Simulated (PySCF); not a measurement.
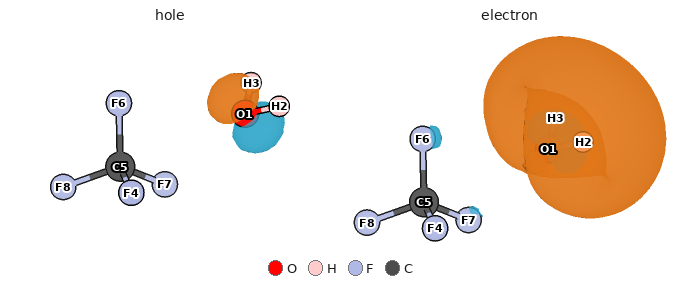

*CH2F4O, SMILES `O.FC(F)(F)F`. Leading natural transition orbital pair of S₁ (TDA singlet states); the surfaces enclose about 70 % of each orbital's density.*

Computed with PySCF, CAM-B3LYP/def2-SVP, geometry: an unrelaxed start of a pair search. Without diffuse functions Rydberg states are missing, so the states' numbers hold for this basis only.

Coordinates in Å:

```
O1      -2.3525   -0.0447    0.0192
H2      -3.2090   -0.4723   -0.0631
H3      -2.5064    0.9008   -0.0565
F4       0.2462   -1.2724   -0.0579
C5       0.5709   -0.0051   -0.0009
F6       0.0632    0.6425   -1.0220
F7       0.1468    0.5267    1.1210
F8       1.8893    0.0987   -0.0442
```

**Give its energy and the atoms that hole and electron lie on.**

7.87 eV (158 nm), f = 0.017; the leading pair carries 100 %; hole on O1 (88 %) and H2 and H3 (6 % each), electron on H2 (38 %), H3 (33 %) and O1 (26 %); their centroids lie 0.7 Å apart. In canonical orbitals it is mainly HOMO → LUMO (100 %). The HOMO–LUMO gap is 12.53 eV.
